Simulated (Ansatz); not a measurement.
**Si3S2: what a guessed cell relaxes into**

Aim: relax a trial structure of Si3S2 and see where it ends.

Program: Ansatz 0.2.0. Level of theory: DFT PBE, scalar-relativistic, plane waves, PAW. These are calculated values, not measurements.

## Step 1: The starting structure

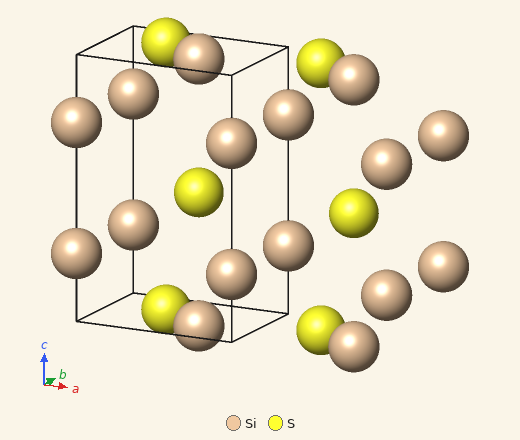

The starting structure, seen slightly off an axis (silicon light orange, sulfur yellow). 2×1×1 cells are drawn. Atoms on the faces are drawn again on the opposite ones.

Coordinates:

```
Si S
1.0
     4.34768    0.00000    0.00000
    -2.17384    3.76520    0.00000
     0.00000    0.00000    5.33880
Si S
3 2
Direct
  0.00000 0.00000 0.74540
  0.00000 0.00000 0.25460
  0.66667 0.33333 0.00000
  0.66667 0.33333 0.50000
  0.33333 0.66667 0.00000
```

A structure generator made this guess: species swapped into a database cell of Fe3Ge2 (P-6m2, No. 187), with Si on the Fe sites and S on the Ge sites. Lengths come from tabulated atomic sizes and are only a guess.

## Step 2: Probe: one point on a coarse mesh

input.yaml reads:

```yaml
crystal:
  lattice:
    - [4.34768364, 0.0, 0.0]
    - [-2.17384182, 3.76520448, 0.0]
    - [0.0, 0.0, 5.33879796]
  atoms:
    - { symbol: Si, position: [0.0, 0.0, 0.74540001] }
    - { symbol: Si, position: [0.0, 0.0, 0.25459999] }
    - { symbol: Si, position: [0.66666667, 0.33333333, 0.0] }
    - { symbol: S, position: [0.66666667, 0.33333333, 0.5] }
    - { symbol: S, position: [0.33333333, 0.66666667, 0.0] }
basis:
  ecutwfc: 420
kpoints:
  mp_grid: { grid: [6, 6, 4] }
hamiltonian:
  xc: pbe
scf:
  occupations: { method: gaussian, width: 0.1 }
  lower_state_search: "off"
output:
  forces: true
  stress: true
  eigenvalues: true
```

Started as:

```console
ansatz run input.yaml --threads 1 --pin off --max-ram 2560MiB --backend cpu --events-out ev --progress --plain --runs-dir out
```

The program printed (excerpt; [...] marks lines left out):

```text
[...]
SCF converged after 7 iterations
Free energy (F): -3708.913107 eV
[...]
E sigma→0 (E₀):  -3708.909572 eV
Entropy (-TS):   -0.007070 eV (-1.414 meV/atom)
Fermi energy:    8.289750 eV
[...]
--- Forces (eV/Å), atoms counted from 1 ---
  atom   1  Si     0.00000000    -0.00000000    -0.30280284
  atom   2  Si     0.00000000    -0.00000000     0.30280284
  atom   3  Si    -0.00000000    -0.00000000     0.00000000
  atom   4  S      0.00000000     0.00000000     0.00000000
  atom   5  S      0.00000000     0.00000000     0.00000000
[...]
--- Stress (GPa, compression-positive) ---
        3.794477       0.000000       0.000000
       -0.000000       3.794477       0.000000
        0.000000       0.000000      -4.258060
  P = ⅓ Tr σ = 1.1103 GPa (11.103 kbar)
--- Band table (eV; the first three rows and the last of 21) ---
  k-point 0: bands = ["-7.2129", "-4.7277", "0.0843", "1.2780", "3.1764", "3.2190", "3.2190", "4.1467", "4.1467", "6.1334", "7.1947", "7.3036", "7.3036", "8.0899", "9.7446", "9.7446", "11.4738"]
[...]
```

Wall time 9.4 s (1 thread of AMD EPYC (Zen 3), shared host); peak memory 0.32 GiB.

Read-out: pressure 1.1 GPa, largest force 0.30 eV/Å, gap on this mesh none (metal). The coarse relaxation is skipped.

## Step 3: Relaxation on the finer mesh

Changes to input.yaml since step 2:

```diff
@@ -14,3 +14,3 @@
 kpoints:
-  mp_grid: { grid: [6, 6, 4] }
+  mp_grid: { grid: [12, 12, 8] }
 hamiltonian:
@@ -19,3 +19,2 @@
   occupations: { method: gaussian, width: 0.1 }
-  lower_state_search: "off"
 output:
@@ -24 +23,10 @@
   eigenvalues: true
+  write_density: true
+  write_potential: true
+  elf: true
+  volumetric_format: npy
+relax:
+  adjacent_minimum: "off"
+  f_tol: 0.01
+  max_steps: 80
+  cell: { stress_tol: 0.05 }
```

Started as:

```console
ansatz run input.yaml --threads 1 --pin off --max-ram 2560MiB --backend cpu --events-out ev --progress --plain --runs-dir out
```

The program printed:

```text
Warning: RAYON_NUM_THREADS=1 ignored (pool sized by the plan → 1); use --threads N
Engine: ansatz 0.2.0, x86_64-unknown-linux-gnu
Pseudopotentials: kind: paw
Pseudopotential: Si, paw, valence charge 4, recommended cutoff 420 eV (normal), Si.paw.azcp
Pseudopotential: S, paw, valence charge 6, recommended cutoff 420 eV (normal), S.paw.azcp
Functional definition: PBE
  parameter kappa = 0.804
  parameter beta = 0.06672455060314922
  exchange = pbe_x(kappa = kappa, mu = beta*pi^2/3)
  correlation = pbe_c(beta = beta)
Crystal: 5 atoms, lattice volume = 87.396 Å³
Basis set: ecut = 420 eV, 1751 PW (Γ), exchange–correlation on 60×60×72 points (8 copies of the dense FFT grid, shifted against one another)
Bands: 17, of which v1, the nominal top of the filled ones, is band 12 counted from 1 (11 counted from 0)
Symmetry: 12 space group operations
Space group: P-6m2 (ITA 187), of the structure as read, at distance tolerance 4.4e-5 Å
k-points: 95 of 1152 (time reversal used)
Non-local potential: Si, projectors of the file, l = 0: 2, l = 1: 2, l = 2: 2
Non-local potential: S, projectors of the file, l = 0: 2, l = 1: 2, l = 2: 2
PAW form: soft (Blöchl's): semilocal exchange-correlation on the pseudo side does not see the compensation charge
PAW one-centre angular grid: Si, 110 points (default); XC on 64 Gauss nodes
PAW one-centre angular grid: S, 110 points (default); XC on 64 Gauss nodes
Initial density: superposition of atomic densities (neutral atoms: chi_scale 0, normalization atom), corrected by the library's trained network
Initial wavefunctions: pseudopotential atomic-orbital guess
Functional: x = pbe(κ = 0.804, μ = 0.2195149727645171), c = pbe(β = 0.06672455060314922)
SCF iter   1: F=—  HF=-3708.891240 eV  |F-HF|=—  |Δ(HF+E_count)|=         —  Δρ=4.08e-3  dr2=1.97e-2  ethr=1.77e-3  ⟨swp⟩=6.6  Hψ=9966  notcnv=0
preconditioner: auto → Kerker (q_TF=auto, 2.200 Å⁻¹)  [metal: Δε(μ)=0.004 eV  Ē_g=8.214 eV  σ=0.100 eV  W_gap=0.02  n_scr=20 (ndim 8)  ℏωp=19.5 eV  f_vac=0.002  D(μ)=2.30/eV (n_scr^D=20)]
SCF iter   2: F=—  HF=-3708.889210 eV  |F-HF|=—  |Δ(HF+E_count)|=   2.03e-3  Δρ=1.81e-3  dr2=3.18e-3  ethr=8.21e-5  ⟨swp⟩=1.8  Hψ=3143  notcnv=0
SCF iter   3: F=—  HF=-3708.889136 eV  |F-HF|=—  |Δ(HF+E_count)|=   7.37e-5  Δρ=4.92e-4  dr2=3.89e-4  ethr=1.33e-5  ⟨swp⟩=2.1  Hψ=2640  notcnv=0
SCF iter   4: F=—  HF=-3708.889160 eV  |F-HF|=—  |Δ(HF+E_count)|=   2.35e-5  Δρ=1.48e-4  dr2=4.38e-5  ethr=1.62e-6  ⟨swp⟩=2.7  Hψ=2753  notcnv=0
SCF iter   5: F=—  HF=-3708.889156 eV  |F-HF|=—  |Δ(HF+E_count)|=   4.01e-6  Δρ=4.01e-5  dr2=2.85e-6  ethr=1.83e-7  ⟨swp⟩=2.1  Hψ=2454  notcnv=0
SCF iter   6: F=—  HF=-3708.889159 eV  |F-HF|=—  |Δ(HF+E_count)|=   2.86e-6  Δρ=1.59e-5  dr2=2.78e-7  ethr=1.19e-8  ⟨swp⟩=2.0  Hψ=2611  notcnv=0
SCF iter   7: F=-3708.889159 eV  HF=-3708.889159 eV  |F-HF|=1.19e-8  |Δ(HF+E_count)|=   1.78e-7  Δρ=3.14e-6  dr2=1.13e-8  ethr=4.17e-10  ⟨swp⟩=11.4  Hψ=13180  notcnv=0
SCF 1 converged in 7 iterations: F = -3708.889159 eV  dr2 = 1.13e-8
relax step   1: F+E_penalty+E_count = -3708.88915903 eV  Δ(F+E_penalty+E_count) = +0.000e0 eV  max|allowed force component| = 2.468e-1 eV/Å  Δτ_max = 0.0000 Å  P = +0.324 GPa  Ω = 87.396 Å³  (7 SCF iters, dr2 threshold 1.00e-7 eV, accepted)
Crystal: 5 atoms, lattice volume = 87.664 Å³
Basis set: ecut = 420 eV, 1727 PW (Γ), exchange–correlation on 60×60×72 points (8 copies of the dense FFT grid, shifted against one another)
Initial density: handed on by an earlier stage of this run
Initial wavefunctions: those handed on with the density
iter 1 solved again at ethr=3.38e-5 eV; its pass at ethr=3.10e-3 eV (dr2=8.12e-3 eV) is discarded
SCF iter   1: F=—  HF=-3708.976872 eV  |F-HF|=—  |Δ(HF+E_count)|=         —  Δρ=2.91e-3  dr2=8.62e-3  ethr=3.38e-5  ⟨swp⟩=1.7  Hψ=11195  notcnv=0
preconditioner: auto → Kerker (q_TF=auto, 2.198 Å⁻¹)  [metal: Δε(μ)=0.022 eV  Ē_g=8.192 eV  σ=0.100 eV  W_gap=0.12  n_scr=20 (ndim 8)  ℏωp=19.4 eV  f_vac=0.000  D(μ)=2.52/eV (n_scr^D=20)]
SCF iter   2: F=—  HF=-3708.975221 eV  |F-HF|=—  |Δ(HF+E_count)|=   1.65e-3  Δρ=1.66e-3  dr2=2.56e-3  ethr=3.38e-5  ⟨swp⟩=1.0  Hψ=1615  notcnv=0
SCF iter   3: F=—  HF=-3708.974649 eV  |F-HF|=—  |Δ(HF+E_count)|=   5.72e-4  Δρ=2.30e-4  dr2=8.67e-5  ethr=1.06e-5  ⟨swp⟩=2.2  Hψ=2555  notcnv=0
SCF iter   4: F=—  HF=-3708.974658 eV  |F-HF|=—  |Δ(HF+E_count)|=   9.36e-6  Δρ=8.46e-5  dr2=7.26e-6  ethr=3.61e-7  ⟨swp⟩=2.7  Hψ=2623  notcnv=0
SCF iter   5: F=—  HF=-3708.974662 eV  |F-HF|=—  |Δ(HF+E_count)|=   3.51e-6  Δρ=1.99e-5  dr2=7.76e-7  ethr=3.03e-8  ⟨swp⟩=2.8  Hψ=2897  notcnv=0
SCF iter   6: F=-3708.974662 eV  HF=-3708.974662 eV  |F-HF|=1.83e-8  |Δ(HF+E_count)|=   2.76e-7  Δρ=7.29e-6  dr2=7.12e-8  ethr=2.08e-9  ⟨swp⟩=10.2  Hψ=13062  notcnv=0
SCF 2 converged in 6 iterations: F = -3708.974662 eV  dr2 = 7.12e-8
relax step   2: F+E_penalty+E_count = -3708.97466213 eV  Δ(F+E_penalty+E_count) = -8.550e-2 eV  max|allowed force component| = 4.738e-2 eV/Å  Δτ_max = 0.0121 Å  P = -0.002 GPa  Ω = 87.664 Å³  energy of the carried Pulay correction = -2.477e-5 eV  (6 SCF iters, dr2 threshold 5.00e-7 eV, accepted)
Crystal: 5 atoms, lattice volume = 86.705 Å³
Basis set: ecut = 420 eV, 1679 PW (Γ), exchange–correlation on 60×60×72 points (8 copies of the dense FFT grid, shifted against one another)
iter 1 solved again at ethr=1.23e-4 eV; its pass at ethr=3.10e-3 eV (dr2=2.96e-2 eV) is discarded
SCF iter   1: F=—  HF=-3709.067547 eV  |F-HF|=—  |Δ(HF+E_count)|=         —  Δρ=5.17e-3  dr2=3.17e-2  ethr=1.23e-4  ⟨swp⟩=1.8  Hψ=12195  notcnv=0
preconditioner: auto → Kerker (q_TF=auto, 2.203 Å⁻¹)  [metal: Δε(μ)=0.023 eV  Ē_g=8.239 eV  σ=0.100 eV  W_gap=0.13  n_scr=20 (ndim 8)  ℏωp=19.5 eV  f_vac=0.000  D(μ)=2.25/eV (n_scr^D=20)]
SCF iter   2: F=—  HF=-3709.061369 eV  |F-HF|=—  |Δ(HF+E_count)|=   6.18e-3  Δρ=2.97e-3  dr2=9.70e-3  ethr=1.23e-4  ⟨swp⟩=1.0  Hψ=1615  notcnv=0
SCF iter   3: F=—  HF=-3709.058900 eV  |F-HF|=—  |Δ(HF+E_count)|=   2.47e-3  Δρ=4.26e-4  dr2=3.17e-4  ethr=4.04e-5  ⟨swp⟩=2.5  Hψ=2492  notcnv=0
SCF iter   4: F=—  HF=-3709.058945 eV  |F-HF|=—  |Δ(HF+E_count)|=   4.50e-5  Δρ=1.70e-4  dr2=2.78e-5  ethr=1.32e-6  ⟨swp⟩=2.5  Hψ=2441  notcnv=0
SCF iter   5: F=—  HF=-3709.058953 eV  |F-HF|=—  |Δ(HF+E_count)|=   7.81e-6  Δρ=2.91e-5  dr2=1.99e-6  ethr=1.16e-7  ⟨swp⟩=2.9  Hψ=2881  notcnv=0
SCF iter   6: F=-3709.058953 eV  HF=-3709.058953 eV  |F-HF|=3.18e-8  |Δ(HF+E_count)|=   4.11e-7  Δρ=1.20e-5  dr2=2.50e-7  ethr=2.08e-9  ⟨swp⟩=11.4  Hψ=13675  notcnv=0
SCF 3 converged in 6 iterations: F = -3709.058953 eV  dr2 = 2.50e-7
relax step   3: F+E_penalty+E_count = -3709.05895297 eV  Δ(F+E_penalty+E_count) = -8.429e-2 eV  max|allowed force component| = 3.457e-1 eV/Å  Δτ_max = 0.0246 Å  P = +0.954 GPa  Ω = 86.705 Å³  energy of the carried Pulay correction = +6.409e-5 eV  (6 SCF iters, dr2 threshold 5.00e-7 eV, accepted)
[... 10 lines left out ...]
relax step   4: F+E_penalty+E_count = -3709.06904758 eV  Δ(F+E_penalty+E_count) = -1.009e-2 eV  max|allowed force component| = 6.192e-2 eV/Å  Δτ_max = 0.0267 Å  P = -0.114 GPa  Ω = 88.269 Å³  energy of the carried Pulay correction = -8.028e-5 eV  (6 SCF iters, dr2 threshold 5.00e-7 eV, accepted)
[... 10 lines left out ...]
relax step   5: F+E_penalty+E_count = -3709.06977657 eV  Δ(F+E_penalty+E_count) = -7.290e-4 eV  max|allowed force component| = 1.087e-2 eV/Å  Δτ_max = 0.0040 Å  P = +0.014 GPa  Ω = 88.038 Å³  energy of the carried Pulay correction = -5.916e-5 eV  (5 SCF iters, dr2 threshold 2.40e-7 eV, accepted)
[... 8 lines left out ...]
relax step   6: F+E_penalty+E_count = -3709.06978399 eV  Δ(F+E_penalty+E_count) = -7.414e-6 eV  max|allowed force component| = 5.183e-4 eV/Å  Δτ_max = 0.0006 Å  P = +0.006 GPa  Ω = 88.049 Å³  energy of the carried Pulay correction = -6.017e-5 eV  (4 SCF iters, dr2 threshold 7.38e-9 eV, accepted)
Basis set: ecut = 420 eV, 1715 PW (Γ), exchange–correlation on 64×64×72 points (8 copies of the dense FFT grid, shifted against one another)
Initial wavefunctions: pseudopotential atomic-orbital guess (no wavefunctions were taken with the density)
iter 1 solved again at ethr=3.07e-7 eV; its pass at ethr=3.10e-3 eV (dr2=7.37e-5 eV) is discarded
SCF iter   1: F=—  HF=-3709.070309 eV  |F-HF|=—  |Δ(HF+E_count)|=         —  Δρ=4.49e-5  dr2=1.61e-7  ethr=3.07e-7  ⟨swp⟩=3.1  Hψ=14617  notcnv=0
preconditioner: auto → Kerker (q_TF=auto, 2.197 Å⁻¹)  [metal: Δε(μ)=0.012 eV  Ē_g=8.158 eV  σ=0.100 eV  W_gap=0.07  n_scr=20 (ndim 8)  ℏωp=19.4 eV  f_vac=0.000  D(μ)=2.16/eV (n_scr^D=20)]
SCF iter   2: F=—  HF=-3709.070400 eV  |F-HF|=—  |Δ(HF+E_count)|=   9.05e-5  Δρ=2.38e-5  dr2=4.76e-8  ethr=6.70e-10  ⟨swp⟩=2.1  Hψ=2772  notcnv=0
SCF iter   3: F=—  HF=-3709.070400 eV  |F-HF|=—  |Δ(HF+E_count)|=   7.25e-7  Δρ=1.14e-6  dr2=1.35e-9  ethr=1.98e-10  ⟨swp⟩=2.0  Hψ=2767  notcnv=0
SCF iter   4: F=—  HF=-3709.070400 eV  |F-HF|=—  |Δ(HF+E_count)|=  2.36e-10  Δρ=5.05e-7  dr2=3.67e-10  ethr=5.62e-12  ⟨swp⟩=2.6  Hψ=2691  notcnv=0
SCF iter   5: F=—  HF=-3709.070400 eV  |F-HF|=—  |Δ(HF+E_count)|=  2.38e-10  Δρ=1.78e-7  dr2=7.11e-11  ethr=1.53e-12  ⟨swp⟩=2.7  Hψ=2651  notcnv=0
SCF iter   6: F=-3709.070400 eV  HF=-3709.070400 eV  |F-HF|=1.36e-12  |Δ(HF+E_count)|=  6.55e-11  Δρ=1.08e-7  dr2=1.12e-11  ethr=1.00e-12  ⟨swp⟩=6.2  Hψ=7713  notcnv=0
SCF 7 converged in 6 iterations: F = -3709.070400 eV  dr2 = 1.12e-11
relax step   7: F+E_penalty+E_count = -3709.07040041 eV  Δ(F+E_penalty+E_count) = -6.164e-4 eV  max|allowed force component| = 3.969e-4 eV/Å  Δτ_max = 0.0000 Å  P = +0.015 GPa  Ω = 88.049 Å³  stress off target by 2.28e-2 GPa  SCF on the basis re-selected at this cell (its energy is not comparable with the rows above)  (6 SCF iters)
basis re-selected at this cell: Δ(F+E_penalty+E_count) = -6.164e-4 eV, ΔP = +0.009 GPa vs the last step (what re-selecting the basis moved, of the pressure what is left beyond the Pulay correction that the steps carried, after the strain that the cell walked since its last selection, with what the two solves' SCF thresholds leave and, on support functions, any second-order correction that the steps lacked; it is no measure of the basis error at this ecutwfc). The dense FFT grid was sized anew with the basis: this SCF ran on 32×32×36 points, the steps before it on 30×30×36, so part of this shift can come from that change (see relax.cell in the input reference). This SCF's stress stands 2.28e-2 GPa from its target on what of the cell is left free (relax.cell.stress_tol is 5.00e-2 GPa) and its largest allowed force component is 3.97e-4 eV/Å (relax.f_tol is 1.00e-2 eV/Å): within both
SCF converged after 6 iterations
Free energy (F): -3709.070400 eV
Harris-Foulkes:  -3709.070400 eV  (|F-HF|=1.36e-12)
Internal energy: -3709.059603 eV  (E = F + TS)
E sigma→0 (E₀):  -3709.065001 eV
Entropy (-TS):   -0.010798 eV (-2.160 meV/atom)
Fermi energy:    8.135076 eV
--- Per-component energies (eV) ---
  E_band       = 48.648919
  E_kinetic    = 328.170070
  E_local      = -236.555960  (includes V_loc(G=0)·N_el)
  E_nonlocal   = 135.422108
  E_hartree    = 75.138953
  E_xc         = -359.290541
  E_vxc        = -314.237868  (∫ρ·V_xc dr)
  E_paw        = -2735.693148  (= ΣΔE_a)
  E_vpaw       = -14.427362  (= ΣTr[D̂ρ^β])
  E_aug_tail   = 0.000026  (compensation charges beyond the density's cutoff)
  E_ewald      = -916.251111
  E_smearing   = -0.010798  (= −TS)
  E_closure    = 0.000000  (closes the sum)
  Σ components = -3709.070400   (vs F -3709.070400, Δ=0.00e0)
--- Forces (eV/Å), atoms counted from 1 ---
  atom   1  Si    -0.00000000    -0.00000000    -0.00039693
  atom   2  Si     0.00000000    -0.00000000     0.00039693
  atom   3  Si     0.00000000    -0.00000000     0.00000000
  atom   4  S      0.00000000     0.00000000     0.00000000
  atom   5  S      0.00000000     0.00000000     0.00000000
  max |Σ_I F_I| component: 9.41e-16 eV/Å
--- Stress (GPa, compression-positive) ---
        0.022754       0.000000       0.000000
        0.000000       0.022754       0.000000
        0.000000       0.000000      -0.000735
  P = ⅓ Tr σ = 0.0149 GPa (0.149 kbar)
--- Band table (eV; the first three rows and the last of 95) ---
  k-point 0: bands = ["-7.1456", "-4.5892", "0.3906", "0.4655", "2.6027", "3.2143", "3.2143", "3.6718", "3.6718", "5.7111", "6.2710", "7.4100", "7.4100", "7.9914", "9.9215", "9.9215", "11.3474"]
  k-point 1: bands = ["-7.0795", "-4.7191", "0.1800", "0.6127", "3.0022", "3.2559", "3.2559", "3.7276", "3.7276", "4.9563", "6.7346", "7.0682", "7.0682", "8.3836", "9.6794", "9.6794", "11.8254"]
  k-point 2: bands = ["-6.8877", "-5.0596", "-0.0426", "0.8121", "3.3544", "3.3544", "3.9053", "3.9053", "3.9310", "4.0538", "6.3617", "6.3617", "6.8989", "9.2078", "9.2078", "9.4961", "12.0731"]
  k-point 94: bands = ["-5.2688", "-5.2431", "-1.8165", "-1.6456", "-0.5834", "2.3969", "5.0368", "5.8376", "6.2791", "6.4155", "7.2428", "7.8549", "8.6562", "10.0745", "10.3005", "10.3125", "12.0794"]
--- Relaxed structure (6 steps of the walk, 6 accepted, 1 SCFs on fresh bases) ---
  F+E_penalty+E_count = -3709.07040041 eV   max|allowed force component| = 3.969e-4 eV/Å   (the final SCF, on the basis selected at the relaxed cell)
  cell:  # Å, volume = 88.0494 Å³
    - [4.527009016970589, 0.0, 0.0]
    - [-2.2635045084852945, 3.9205048118577492, 0.0]
    - [0.0, 0.0, 4.96104446776778]
  atoms:
    - { symbol: Si, position: [1.776356830714855e-17, -3.700743411970602e-17, 0.7518939454811332] }
    - { symbol: Si, position: [1.776356830714855e-17, -3.700743411970602e-17, 0.24810605451886666] }
    - { symbol: Si, position: [0.6666666666666667, 0.33333333333333337, 1.2997109004490646e-19] }
    - { symbol: S, position: [0.6666666666666667, 0.33333333333333337, 0.49999999999999994] }
    - { symbol: S, position: [0.33333333333333326, 0.6666666666666665, 1.2997109004490646e-19] }
```

It took 4.9 min on 1 thread of AMD EPYC (Zen 3), shared host; peak memory 0.44 GiB.

The steps of the relaxation:

```
step  E - E(step 1) (eV/cell)  largest force component (eV/Å)  pressure (GPa)  volume (Å³)
   1                   0.0000                          0.2468            0.32        87.40
   2                  -0.0855                          0.0474            0.00        87.66
   3                  -0.1698                          0.3457            0.95        86.70
   4                  -0.1799                          0.0619           -0.11        88.27
   5                  -0.1806                          0.0109            0.01        88.04
   6                  -0.1806                          0.0005            0.01        88.05
   7                  -0.1812                          0.0004            0.01        88.05
```

Step 1 is the start. Step 7 repeats the geometry before it on a plane-wave basis chosen anew for that cell, so its energy need not be comparable with the rows above.

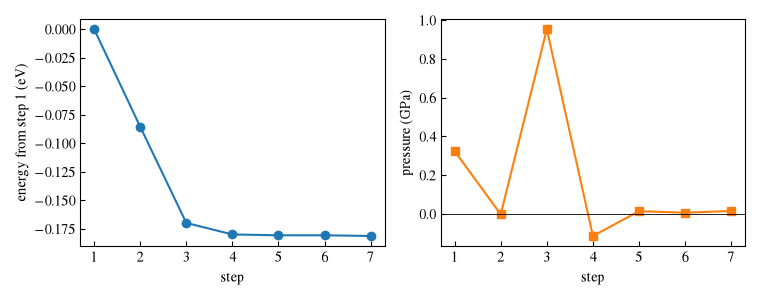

Energy and pressure along the relaxation.

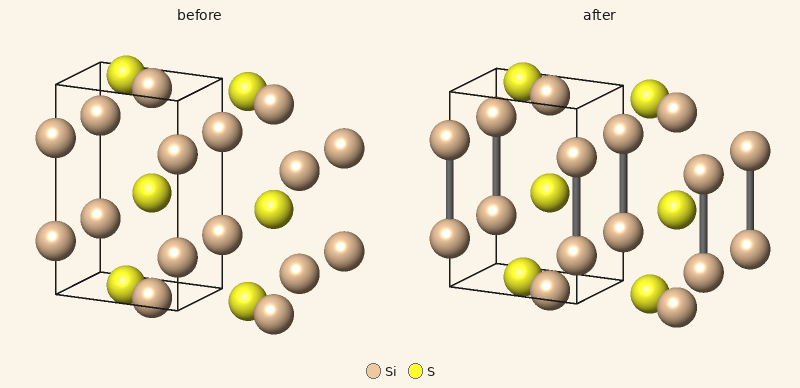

Before and after, at one scale.

|  | before | after | change |
| --- | --- | --- | --- |
| a (Å) | 4.348 | 4.527 | +4.1 % |
| b (Å) | 4.348 | 4.527 | +4.1 % |
| c (Å) | 5.339 | 4.961 | -7.1 % |
| volume (Å³/atom) | 17.48 | 17.61 | +0.7 % |
| shortest distance (Å) | 2.510 | 2.462 | -1.9 % |
| space group (0.01 Å) | P-6m2 | P-6m2 | same |

The run keeps the 12 symmetry operations of the start, so it could not have lowered the symmetry.

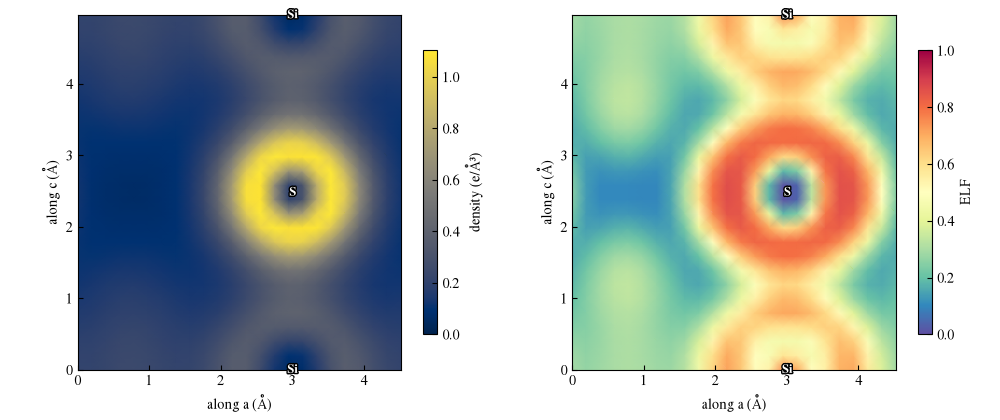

Density (left) and ELF (right) in a lattice plane of the grid's cell (edges 4.53 and 4.96 Å, at 0.333 of the third edge), which holds Si and S. Only atoms in the plane are labelled. Both are smooth fields of the valence electrons: close to the nuclei they are not physical.

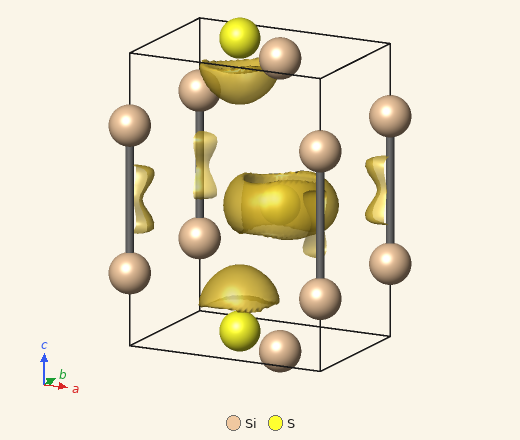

Surface of ELF = 0.84, drawn in one cell.

Maxima of ELF outside the ion cores: 0.90 on the Si–Si line, 1.0 Å from Si; 0.90 beside S, off the lines to its neighbours, 0.8 Å from S; 0.87 in the shell around S, 0.8 Å from S.

## Step 4: What came out

| quantity | value |
| --- | --- |
| symmetry at the end (tolerance 0.05 Å) | space group P-6m2 (No. 187) |
| conventional cell | a = 4.527 Å, b = 4.527 Å, c = 4.961 Å, α = 90.00°, β = 90.00°, γ = 120.00° |
| volume | 17.61 Å³/atom |
| energy over the elements | +0.50 eV/atom |
| gap on the mesh | none (metal) |

**Reading.** The space group P-6m2 (No. 187) is kept, and the volume per atom grows by 0.7 % from the first guess. With a positive formation energy it can't be a ground state. No finished test with a distortion of lower symmetry is shown, so the end may be a saddle point. Spin polarisation is off in the runs that give these values; a magnetic solution could lie lower.
